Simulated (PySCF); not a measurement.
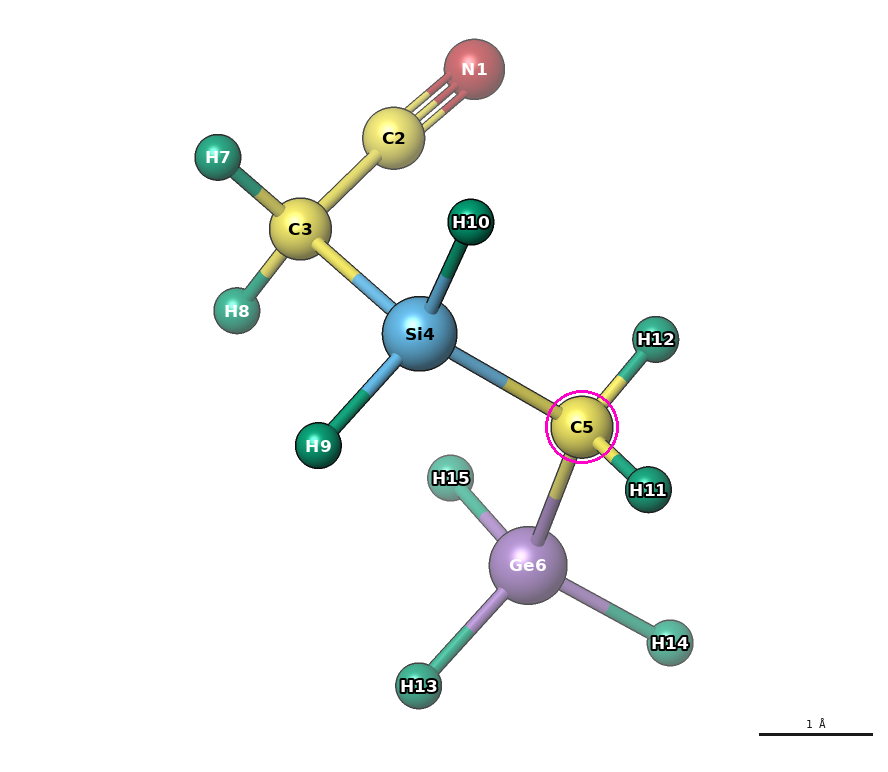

Orthographic view. Atoms fade into the background with distance from the viewer. Computed geometry: PBE0-D3(BJ)/def2-SVP optimisation. No frequency run is at hand to confirm it as a minimum.

> Which atoms are bonded to the circled atom?

The circled atom is C5; it is bonded to Si4, Ge6, H11, H12.

> Of C2 and C3, which is nearer the viewer?

C3; the bond to C2 points away from the viewer, so it looks shorter than its 1.45 Å.

> Which atom is farthest from the viewer?

H15, 2.1 Å behind the mean position.

> Which two atoms are farthest apart in space?

H7 and H14, 6.25 Å.
